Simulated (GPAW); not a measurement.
**GaCl2F: property calculation**

System: GaCl2F, SMILES [F][Ga]([Cl])[Cl].
Method: PBE/real-space grid, scalar-relativistic datasets (GPAW 26.7.0).

The geometry comes from this level: GFN2-xTB.

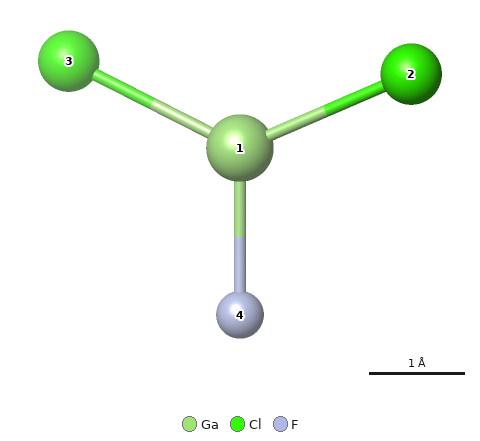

**Figure 1.** The input geometry (ball-and-stick view, seen at a tilt; atoms are numbered from 1 in the order of the input). Sticks mark near contacts. Bond lengths as drawn: Cl–Ga 2.08 Å and F–Ga 1.77 Å.

**Input (sp.py)**
```python
import numpy as np
from ase.io import read
from ase.units import Debye
from gpaw import GPAW

# Set up the molecule
mol = read('run.xyz')
mol.center(vacuum=4.5)

# Calculator
dft = GPAW(mode='fd', maxiter=100, xc='PBE', h=0.2, txt='-')
mol.calc = dft

energy = mol.get_potential_energy()
print(f'Energy = {energy:.5f} eV')
forces = mol.get_forces()
print('Forces (eV/Ang)')
for symbol, f in zip(mol.symbols, forces):
    print(f'{symbol:2} {f[0]:9.4f} {f[1]:9.4f} {f[2]:9.4f}')
dipole = mol.get_dipole_moment() / Debye
print(f'Dipole = {np.linalg.norm(dipole):.3f} D')
homo, lumo = dft.get_homo_lumo()
print(f'HOMO: {homo:.3f} eV')
print(f'LUMO                    {lumo:.3f} eV')
print(f'Gap                     {lumo - homo:.3f} eV')
```

**File run.xyz**
```
4

Ga     0.007880     0.013710     0.000180
Cl     2.070530    -0.223340     0.014660
Cl    -1.182100     1.714410    -0.015890
F     -0.896310    -1.504780     0.001060
```

Run on 1 thread of Arm Neoverse V1, 24 GiB of memory available, shared host.

Command:
```bash
python3 -u sp.py | tee sp.out
```

**What the program printed**
```
__  _  _
 | _ |_)|_||  |
 |__||  | ||/\| - 26.7.0

units:  Angstrom and eV
cores:  1
OpenMP: False

Versions:
  Python: 3.12.14
  ASE:    3.29.0
  Numpy:  2.5.5
  Scipy:  1.18.1
  Libxc:  7.0.0

        _gpaw.cpython-312-aarch64-linux-gnu.so

Input parameters:
  mode=FD(),
  h=0.2,
  maxiter=100,
  xc=XC(name='PBE')

Diagonalizing LCAO Hamiltonian
Converting LCAO to fd mode
         .-----------------------------.
        /|                             |
       / |                             |
      /  |                             |
     /   |                             |
    /    |                             |
   /     |                             |
  /      |                             |
 *       |       Cl                    |
 |       |                             |
 |       |         Ga   Cl             |
 |       .------F----------------------.
 |      /                             /
 |     /                             /
 |    /                             /
 |   /                             /
 |  /                             /
 | /                             /
 |/                             /
 *-----------------------------*

Atoms  # Å, Bohr magnetons
|   | symbol |        x |        y |        z |    initial magnetic moments |
|---|--------|----------|----------|----------|-----------------------------|
| 0 |     Ga | 5.689980 | 6.018490 | 4.516070 | ( 0.0000,  0.0000,  0.0000) |
| 1 |     Cl | 7.752630 | 5.781440 | 4.530550 | ( 0.0000,  0.0000,  0.0000) |
| 2 |     Cl | 4.500000 | 7.719190 | 4.500000 | ( 0.0000,  0.0000,  0.0000) |
| 3 |      F | 4.785790 | 4.500000 | 4.516950 | ( 0.0000,  0.0000,  0.0000) |

Unit cell  # Å
| periodic |         x |         y |        z |   lengths |    angles |
|----------|-----------|-----------|----------|-----------|-----------|
|       no | 12.252630 |  0.000000 | 0.000000 | 12.252630 | 90.000000 |
|       no |  0.000000 | 12.219190 | 0.000000 | 12.219190 | 90.000000 |
|       no |  0.000000 |  0.000000 | 9.030550 |  9.030550 | 90.000000 |

Number of symmetries: 1
Symmetry operations  # r_c * U_cc + t_c -> r_c
|   | kind |            matrix            |
|---|------|------------------------------|
| 0 |  E   |  1, 0, 0,  0, 1, 0,  0, 0, 1 |

BZ-sampling:
  Number of BZ points: 1
  Number of IBZ points: 1

  Monkhorst-Pack size: [1, 1, 1]
  Monkhorst-Pack shift: [0, 0, 0]

K-points  # in reciprocal-cell coordinates
|   |                                coordinates |     weight |
|---|--------------------------------------------|------------|
| 0 | (  0.00000000,   0.00000000,   0.00000000) | 1.00000000 |

Uniform wave function grid shape: (np.int64(59), np.int64(59), np.int64(43))
Spin-components: 1 (collinear spins)
Bands:           16
Projectors:      20
Spin-degeneracy: 2
Datatype:        float64

  Storage: CPU
  Wave functions: 19_159_424 bytes (19_159_424 per core)

Parallelization:
  kpt:    1
  domain: 1
  band:   1

Density:
  Valence electrons: 24.0
  Components: 1
  Grid points: [60 60 44]
  Charge: 0.0  # |e|

Potential:
  Grid points: [60 60 44]

species:
  Ga:
    name:    Gallium
    Z:       31.0
    valence: 3
    core:    28
    charge:  0.0  # [|e|]
    file:    Ga.PBE.gz
    compensation charges:
      type: gauss
      rc: 0.37  # [Å]
      lmax: 2
    cutoffs:
      filter: 2.06  # [Å]
      core: 4.17  # [Å]
    projectors
    | kind |    occ | energy [eV] | rcut [Å] |
    |------|--------|-------------|----------|
    |   4s |  2.000 |      -8.945 |    1.164 |
    |   4p |  1.000 |      -2.580 |    1.164 |
    |    s |        |      18.266 |    1.164 |
    |    p |        |      24.631 |    1.164 |
    |    d |        |       0.000 |    1.164 |

    Using partial waves for Ga as LCAO basis

  Cl:
    name:    Chlorine
    Z:       17.0
    valence: 7
    core:    10
    charge:  0.0  # [|e|]
    file:    Cl.PBE.gz
    compensation charges:
      type: gauss
      rc: 0.25  # [Å]
      lmax: 2
    cutoffs:
      filter: 1.40  # [Å]
      core: 1.49  # [Å]
    projectors
    | kind |    occ | energy [eV] | rcut [Å] |
    |------|--------|-------------|----------|
    |   3s |  2.000 |     -20.689 |    0.794 |
    |   3p |  5.000 |      -8.594 |    0.794 |
    |    s |        |       6.523 |    0.794 |
    |    p |        |      18.617 |    0.794 |
    |    d |        |       0.000 |    0.794 |

    Using partial waves for Cl as LCAO basis

  F:
    name:    Fluorine
    Z:       9.0
    valence: 7
    core:    2
    charge:  0.0  # [|e|]
    file:    F.PBE.gz
    compensation charges:
      type: gauss
      rc: 0.20  # [Å]
      lmax: 2
    cutoffs:
      filter: 1.14  # [Å]
      core: 0.74  # [Å]
    projectors
    | kind |    occ | energy [eV] | rcut [Å] |
    |------|--------|-------------|----------|
    |   2s |  2.000 |     -29.898 |    0.635 |
    |   2p |  5.000 |     -11.110 |    0.635 |
    |    s |        |      -2.687 |    0.635 |
    |    p |        |      16.102 |    0.635 |
    |    d |        |       0.000 |    0.635 |

    Using partial waves for F as LCAO basis

Reference energy: -80708.651106  # eV

eigensolver:
  PPCG
  Converge bands: occupied
  niter=2

density mixing:
  MSR1-Mixer
  Pratt-step length: 0.05
  Maximum mixing coefficient: 0.75
  Old densities: 10
  SVD Regularization: 0.005
  Good broyden scale: 1.0
  Trust region scale: 1.0
  Backstep threshold: 4.0
  History deletion threshold: 6.0
  Fourier metric: weight=20.0, sigma=0.015

occupation numbers:
  # Zero width

FastPoissonSolver using
    Stencil: 6*3+1=19 point O(h^6) finite-difference Laplacian
    FFT axes: []
    FST axes: [np.int64(2), np.int64(0), np.int64(1)]

xc functional:
  name: PBE with 2 nearest neighbor stencil
interpolation: tri-quintic # 5. degree polynomial

Initialization done in: 1.595 s

convergence criteria:
- Maximum [total energy] change in last 3 cyles: 0.0005 eV / valence electron
- Maximum integral of absolute [dens]ity change: 0.0001 electrons / valence electron
- Maximum integral of absolute [eigenst]ate change: 4e-08 eV^2 / valence electron
maximum number of iterations: 100

SCF iterations
|iter     |     time |      energy | eigst |  dens |
|---------|----------|-------------|-------|-------|
|iter:   1| 00:00:02 |  -15.265006 | +0.43 |       |
|iter:   2| 00:00:04 |  -14.948119 | -0.45 | -0.97 |
|iter:   3| 00:00:05 |  -13.790244 | -0.00 | -1.02 |
|iter:   4| 00:00:06 |  -13.766481 | -0.85 | -1.44 |
|iter:   5| 00:00:07 |  -13.761450 | -1.80 | -1.75 |
|iter:   6| 00:00:09 |  -13.761363c| -2.54 | -2.13 |
|iter:   7| 00:00:10 |  -13.761384c| -3.39 | -2.96 |
|iter:   8| 00:00:11 |  -13.761390c| -4.18 | -3.49 |
|iter:   9| 00:00:13 |  -13.761391c| -4.88 | -3.94 |
|iter:  10| 00:00:15 |  -13.761392c| -5.57 | -4.50c|
|iter:  11| 00:00:16 |  -13.761392c| -6.23 | -4.97c|
|iter:  12| 00:00:18 |  -13.761392c| -6.81 | -5.17c|
|iter:  13| 00:00:19 |  -13.761392c| -7.39 | -5.57c|
|iter:  14| 00:00:20 |  -13.761392c| -7.63c| -6.00c|

Converged in 14 steps
SCF loop duration: 18.475 s (1.320 s/step)
Energy contributions relative to reference atoms: (reference = -80708.651106)

Energy contributions:
  Kinetic:          35.858560
  Coulomb:         -34.533620
  Zero:              0.976831
  External:          0.000000
  Xc:              -16.063162
  Entropy:           0.000000
  Spinorbit:         0.000000
  ----------------------------
  Free energy:     -13.761392
  Extrapolated:    -13.761392

dipole moment: (0.161727, 0.272067, 0.000003)  # |e|*Ang

Fermi level: -5.767
Eigenvalues  # (at kpt = [0.000, 0.000, 0.000])
| band index |      eig [eV] | occ [0-2] |
|------------|---------------|-----------|
|          0 |       -28.273 |     2.000 |
|        ... |               |           |
|          4 |       -10.427 |     2.000 |
|          5 |       -10.360 |     2.000 |
|          6 |        -9.598 |     2.000 |
|          7 |        -9.060 |     2.000 |
|          8 |        -8.859 |     2.000 |
|          9 |        -8.629 |     2.000 |
|         10 |        -8.617 |     2.000 |
|         11 |        -8.413 |     2.000 |
|         12 |        -3.121 |     0.000 |
|         13 |        -2.139 |     0.000 |
|         14 |         0.167 |     0.000 |
|         15 |         0.453 |     0.000 |

Gap: 5.292 eV
Transition (v -> c):
  (s=0, k=0, n=11, [0.00, 0.00, 0.00]) -> (s=0, k=0, n=12, [0.00, 0.00, 0.00])
No difference between direct/indirect transitions
vacuum-level: 0.000  # V
Energy = -13.76139 eV

Forces  # eV/Ang
|        x |        y |        z |
|----------|----------|----------|
| -0.11159 | -0.17979 | -0.00031 |  # Ga   0
|  1.24712 |  0.07102 |  0.01353 |  # Cl   1
| -0.58174 |  1.12688 | -0.01709 |  # Cl   2
| -0.49127 | -0.72625 |  0.00556 |  # F    3

Force computation time: 0.059  # s
Forces (eV/Ang)
Ga   -0.1116   -0.1798   -0.0003
Cl    1.2471    0.0710    0.0135
Cl   -0.5817    1.1269   -0.0171
F    -0.4913   -0.7263    0.0056
Dipole = 1.520 D
HOMO: -8.413 eV
LUMO                    -3.121 eV
Gap                     5.292 eV
```

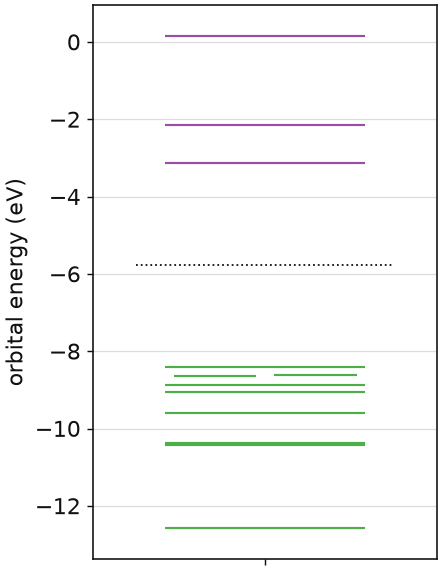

**Figure 2.** Orbital energies near the frontier; the dotted line parts filled from empty levels, and levels within 0.02 eV of each other stand side by side. Highest filled −8.41 eV, lowest empty −3.12 eV, 5.29 eV apart.

**Key numbers**

```csv
quantity,value
outcome,converged
energy relative to the program's reference atoms,−13.7614 eV
largest force,1.268 eV/Å
HOMO,−8.41 eV
LUMO,−3.12 eV
dipole moment,1.52 D
wall time,21 s
peak memory,0.46 GiB
```
